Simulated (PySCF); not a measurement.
## A study: CH3AlCl2, SMILES `C[Al](Cl)Cl`

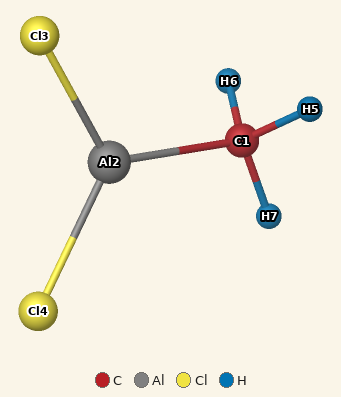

The molecule, with its atoms numbered as below. No frequency check shows the geometry to be a minimum.

Geometry (Å), atoms numbered from 1:

```
C1      -0.0159    2.2872   -0.0002
Al2     -0.0003    0.2987    0.0003
Cl3     -1.7363   -0.7648   -0.0001
Cl4      1.7471   -0.7456   -0.0001
H5      -0.5376    2.6849    0.8739
H6      -0.5397    2.6852   -0.8717
H7       0.9932    2.7017   -0.0022
```

### 1. Bonding charge

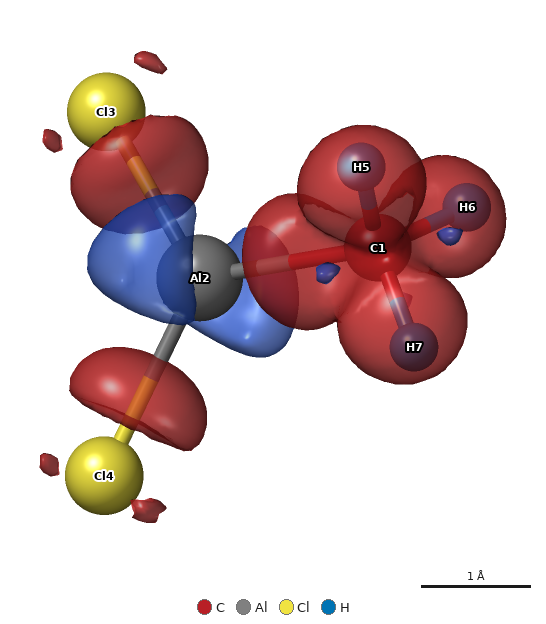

Deformation density (molecule less spherical, spin-averaged free atoms at the same positions), surfaces at ±0.07 e/Å³; red: gain, blue: loss.

Method: B3LYP/def2-SVPD; geometry: GFN2-xTB; program: PySCF.

Question: Describe the bonding that the map shows.

Answer: C1–H7: +0.63 e/Å³ at the bond critical point (bond length 1.09 Å). C1–H6 and C1–H5: +0.62 e/Å³ at the bond critical point (bond length 1.09 Å). C1–Al2: +0.14 e/Å³ at the bond critical point (bond length 1.99 Å). Al2–Cl3: +0.05 e/Å³ at the bond critical point (bond length 2.04 Å). Al2–Cl4: +0.05 e/Å³ at the bond critical point (bond length 2.04 Å). In all, 1.5 electrons gather in the regions of gain relative to the promolecule. A small or negative value marks a very polar bond, one between electron-rich atoms, whose free-atom densities already overlap strongly, a long bond to a heavier atom, or a closed-shell contact such as a hydrogen bond.

Question: Where do the Hirshfeld charges lie?

Answer: The highest Hirshfeld charge is on Al2 (+0.52 e), the lowest on C1 (−0.25 e).

### 2. Bond critical points

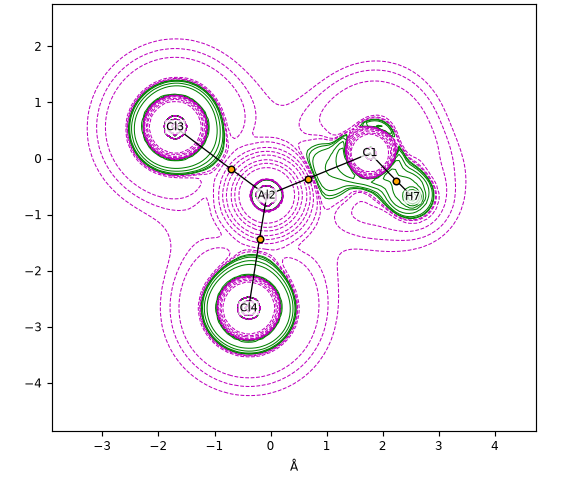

Negative Laplacian of the density (−∇²ρ) in the plane of C1, Al2, Cl3, Cl4 and H7 (solid green lines positive, dashed magenta lines negative, contours at ±0.02 to ±8 a.u.), with bond paths and bond critical points (dots).

Question: At which bond critical points in this plane is charge locally concentrated, and at which depleted?

Answer: Concentrated (∇²ρ < 0): C1–H7 (−0.96 a.u.). Depleted (∇²ρ > 0): C1–Al2 (+0.28 a.u., H = −0.024); Al2–Cl3 (+0.40 a.u., H = −0.013); Al2–Cl4 (+0.40 a.u., H = −0.013).

Question: Where along C1–H7 does the critical point lie?

Answer: 0.68 Å from C1 and 0.41 Å from H7.

### 3. Local ionisation energy

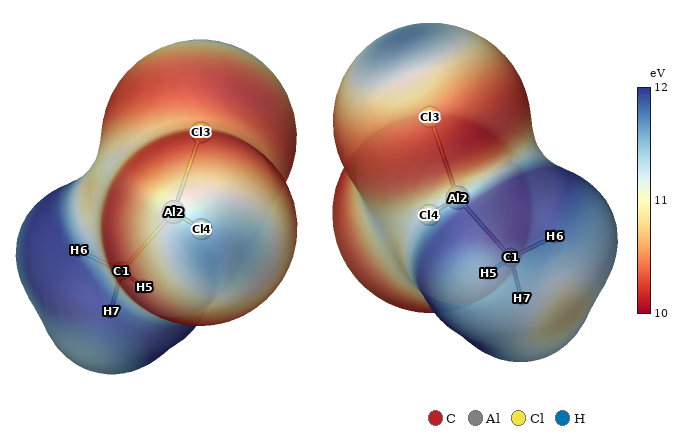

Average local ionisation energy on the surface of electron density 0.001 a.u. (back view left, front view right).

Question: Locate the minima of the map.

Answer: The lowest value is 10.1 eV, 2.1 Å from Cl3. Further minima include 10.1 eV, 2.1 Å from Cl4; 10.1 eV, 2.1 Å from Cl4; 10.8 eV, near H6 (1.85 Å), H5 (1.91 Å), H7 (1.96 Å) and C1 (2.02 Å). For comparison, the highest occupied orbital lies at −8.6 eV.

### 4. In an electric field

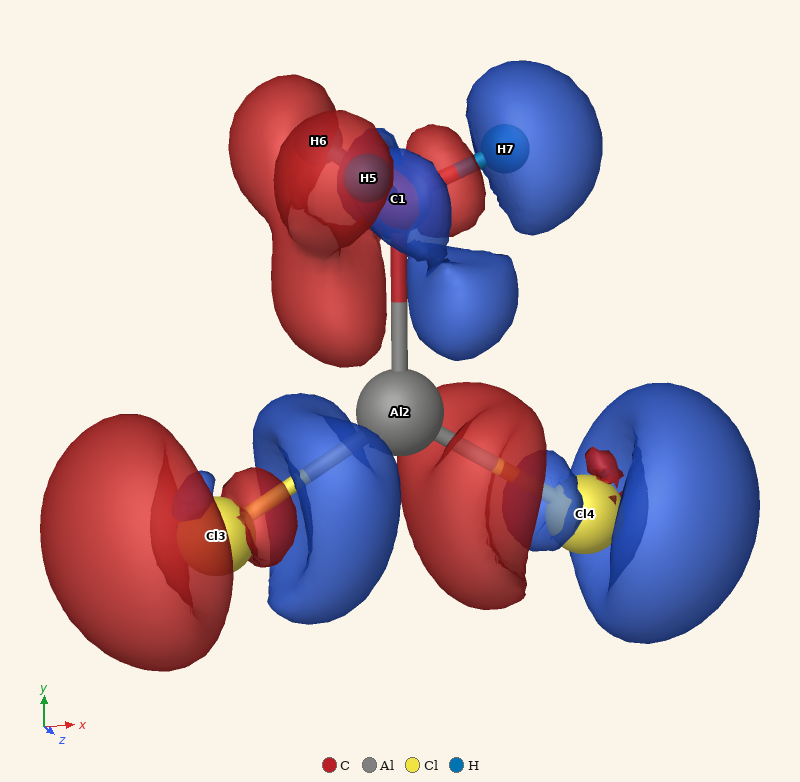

Change of the electron density in a uniform field of 0.21 V/Å, surfaces at ±0.0015 e/Å³ (red: gain, blue: loss).

Computed with PySCF, B3LYP/def2-SVPD, geometry: GFN2-xTB.

Question: Along which Cartesian direction does the field point?

Answer: Along +x: electrons gather on the −x side, against the field.

Question: What dipole is induced, and what polarisability does it imply?

Answer: The induced dipole is 0.70 D (along the field); α along this axis, from the fields in both directions, is 69 bohr³ (10.2 Å³).

Question: Which atoms gain and lose the most charge?

Answer: Electrons gather most on Cl3 (Hirshfeld charge changes by −0.017 e) and leave Cl4 most (+0.018 e); 0.058 electrons are displaced in all.

### 5. Removing or adding an electron

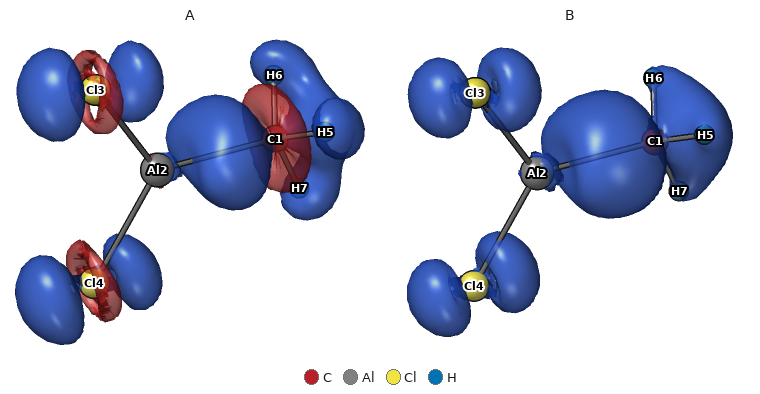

The Fukui function f⁻ from two separate SCF calculations and the density of the HOMO, at ±0.03 e/Å³ (blue positive, red negative).

PySCF calculation, B3LYP/def2-SVPD, gas phase; geometry: GFN2-xTB.

Question: Which panel is which, and how good is the frozen-orbital picture?

Answer: A is f⁻ (it has negative regions), B the HOMO density. The HOMO lies on C1 (39 %), Al2 (17 %) and Cl3 and Cl4 (16 % each); f⁻ (Hirshfeld-condensed) is largest on Cl3 (0.23), Cl4 (0.23) and C1 (0.18); the vertical ionisation energy is 10.83 eV. Relaxation shifts 24 % of the electron between atoms. The orbital energy is −8.57 eV.
